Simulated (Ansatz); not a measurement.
## Electronic structure of AlH5O4 in real space

```yaml
atoms:
  - { symbol: Al, position_ang: [-0.4537, -0.1313, 0.3051] }
  - { symbol: H, position_ang: [-1.0558, 1.5160, 0.1324] }
  - { symbol: O, position_ang: [1.1390, -0.1685, 0.9098] }
  - { symbol: O, position_ang: [-1.7461, -1.1151, 0.7419] }
  - { symbol: H, position_ang: [-0.5722, 1.3101, -0.7535] }
  - { symbol: O, position_ang: [-0.0818, 0.3509, -1.4328] }
  - { symbol: O, position_ang: [1.3003, 0.4374, -1.7749] }
  - { symbol: H, position_ang: [1.4478, -0.4370, 1.7704] }
  - { symbol: H, position_ang: [-1.7125, -2.0272, 1.0193] }
  - { symbol: H, position_ang: [1.7350, 0.2646, -0.9177] }
```

A transition-state structure; geometry: PBE0-D4/def2-TZVP.

Theory: Ansatz, RKS PBE0-D4/def2-TZVPP.

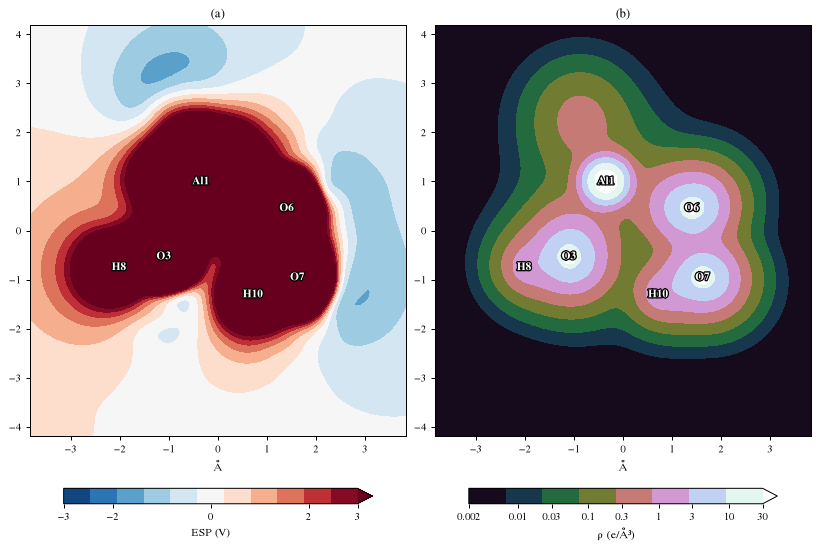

Figure 1. (a) molecular electrostatic potential; (b) electron density on the plane of atoms O6, O7 and H10.

### Describe what can be read from this map.

- The section cuts through Al, O and H sites.
- O–O (1.43 Å): the density is about 2 e/Å³ at the midpoint.
- Al–O (1.70 Å): ρ at the midpoint is about 0.87 e/Å³.
- O–H (0.95 Å): the density is about 3.9 e/Å³ at the midpoint.
- Al–O (1.84 Å): ρ is about 0.68 e/Å³ halfway.
- Outside the dense part of the molecule the potential is most negative (−1.5 V) near O4, which lies off the plane.

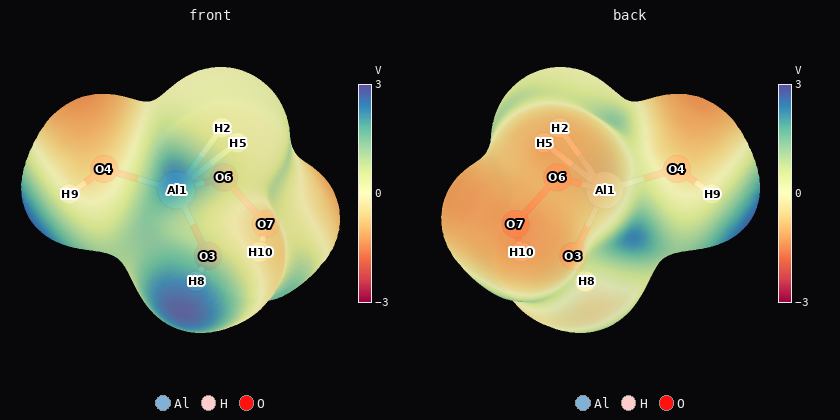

Figure 2. The electrostatic potential painted on the density surface at 0.002 e/bohr³, seen from the front and from behind; the colour scale runs from red (negative) to blue (positive).

### Where is the surface potential most negative and most positive?

The most negative region (about −1.4 V) lies over O4 and O7, the most positive (about +2.8 V) over H8.

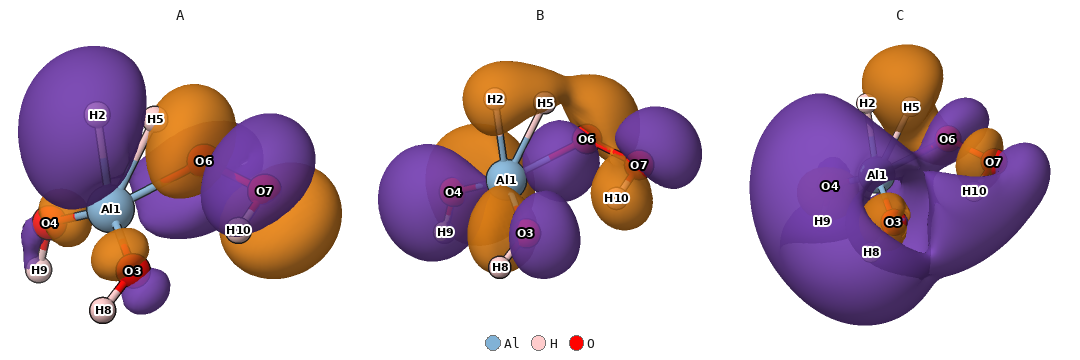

Figure 3. Three frontier orbitals at ±0.06 Å⁻³ᐟ² (orange and purple are the two phases), in no order.

### Which picture is the HOMO−1, the HOMO and the LUMO?

B is the HOMO−1 (−9.19 eV). By Hirshfeld shares it lies mainly on O4 (about 50 %), O6 (about 15 %), O7 (about 10 %) and O3 (about 10 %). A is the HOMO (−7.71 eV). It lies mainly on O7 (about 40 %), O6 (about 30 %) and H2 (about 10 %); π-antibonding (π*) across O7–O6. C is the LUMO (−0.28 eV). It lies mainly on Al1 (about 35 %), H8 (about 10 %), O3 (about 10 %), O7 (about 10 %), O6 (about 10 %) and O4 (about 5 %).

### What is the HOMO–LUMO gap?

7.43 eV between the orbital energies.
